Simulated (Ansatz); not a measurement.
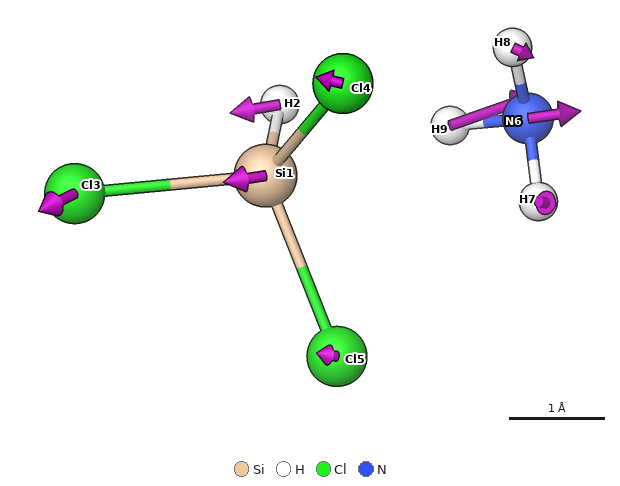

This is a relaxation of SiNH4Cl3. The starting structure is drawn; purple arrows show the displacements, 2 times their true length. The two geometries are superimposed by the best rigid fit.

A ball-and-stick model, seen at a tilt.

The run prepares an end point of a later path (reaction) calculation, from a guessed geometry.

Level of theory: RKS PBE0-D4/def2-SVP in Ansatz 0.2.0.

Input file:
```yaml
crystal:
  periodic: [false, false, false]
  atoms:
    - { symbol: Si, position_ang: [0.164816, 0.028385, -0.090054] }
    - { symbol: H, position_ang: [0.144271, -0.010662, 1.373575] }
    - { symbol: Cl, position_ang: [2.129536, 0.075945, -0.676832] }
    - { symbol: Cl, position_ang: [-0.730979, 1.705881, -0.85406] }
    - { symbol: Cl, position_ang: [-0.654412, -1.657318, -0.922586] }
    - { symbol: "N", position_ang: [-2.475911, -0.067101, 1.399812] }
    - { symbol: H, position_ang: [-2.661069, -0.537763, 0.520272] }
    - { symbol: H, position_ang: [-2.333967, 0.922376, 1.224296] }
    - { symbol: H, position_ang: [-1.614186, -0.459743, 1.811577] }
basis:
  gaussian: { orbitals: def2-SVP }
hamiltonian:
  xc: pbe0
  dispersion: d4
relax:
  f_tol: 0.03
  max_steps: 50
```

Launched with:
```bash
ansatz run input.yaml --threads 2 --pin off --max-ram 3072MiB --backend cpu --events-out ev --progress --plain --runs-dir out
```

> Which element moves most?

Hydrogen: up to 0.51 Å, against 0.29 Å for nitrogen.

> What did the optimiser do to the structure, and how much energy did it gain?

Over 5 accepted moves (6 points after the start) the energy falls by 14.6 kJ/mol. The largest force component goes from 0.9 to 0.022 eV/Å. The line search rejected the trial step at point 3 of the run. H9 moves most after the best rigid fit: 0.51 Å. Largest moves by element: H 0.51 Å, N 0.29 Å, Cl 0.28 Å, Si 0.24 Å. Some distances before and after: N6–H9 1.033 → 1.018 Å, Si1–H2 1.464 → 1.476 Å, Si1–Cl3 2.051 → 2.044 Å. Bond angles that change, for instance: H7–N6–H8 109.1° → 106.8°, H2–Si1–Cl4 112.8° → 110.7°.
